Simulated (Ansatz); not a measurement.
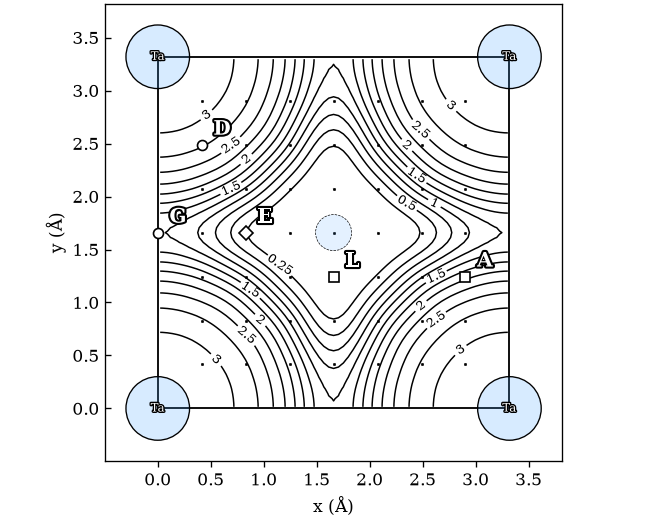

N on a Ta(100) slab cut from the Im-3m phase, its upper half relaxed before the scan (16 atoms of substrate and one adsorbate in a 2 × 2 cell). N is moved over the surface cell; relaxed at each place: the height of the adsorbate's atoms; substrate rigid; the origin of the map has the adsorbate above Ta13. Places are given modulo a cell vector. The map is drawn in real space over the plane of the surface. The scan uses an 8 × 8 grid; 15 points were computed and 49 follow by symmetry. Places are given in fractions of the 1 × 1 surface cell. Energies: eV, counted from the lowest grid point. Method: DFT PBE, scalar-relativistic, plane waves, PAW in Ansatz. Settings: cutoff 420 eV, k-mesh 4×4×1, gaussian smearing 0.1 eV, no spin polarisation.

Drawn: contour lines labelled in eV, dots at the grid points, labelled circles for the atoms of the top layer and small ones for the second layer, the outline of one cell of the plane, lettered points. Between grid points the surface is interpolated.

> What kind of point is each of A, G, L: minimum, saddle, maximum or slope?

A: on a slope; G: saddle point; L: minimum. (In these two coordinates alone; a stationary point may lie a little off the grid point.)

> Rank the lettered points by energy, lowest first.

L (0.00 eV), E (0.27 eV), G (1.26 eV), A (1.92 eV), D (2.78 eV).

PAW datasets: the set soft_1.
